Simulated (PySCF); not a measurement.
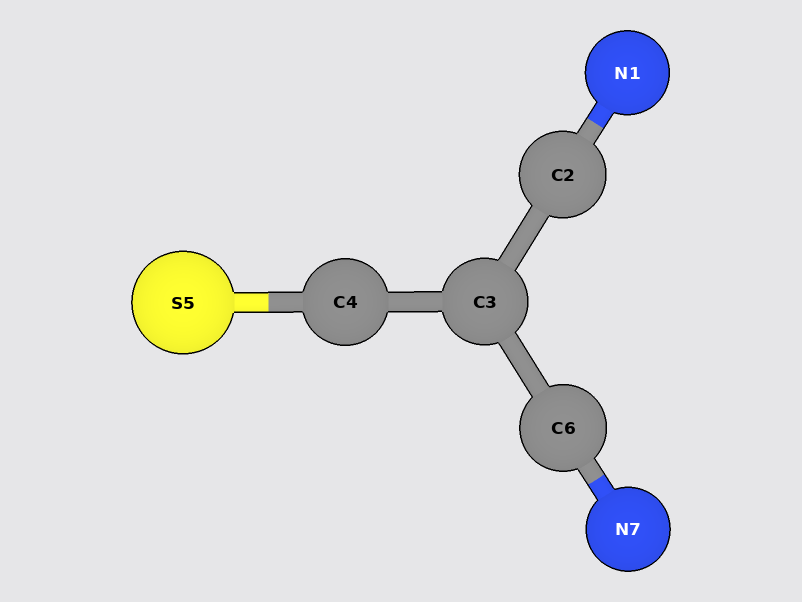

Every bond is drawn as one stick. The computed structure is the end point of a GFN2-xTB optimisation. No frequency run is at hand to confirm it as a minimum. Method: PBE0/pcSseg-1 (PySCF 2.14.0).

**Which bond has the lowest Mayer bond order?**

C2–C3 and C3–C6, 1.07, at 1.414 Å.

List the Mayer bond orders of C3–C4, C2–C3, C4–S5, N1–C2 (one bond of each equivalent set).

```json
{"bond": "C3–C4", "Mayer order": "1.40", "length (Å)": "1.323"}
{"bond": "C2–C3", "Mayer order": "1.07", "length (Å)": "1.414"}
{"bond": "C4–S5", "Mayer order": "2.14", "length (Å)": "1.539"}
{"bond": "N1–C2", "Mayer order": "3.00", "length (Å)": "1.144"}
```
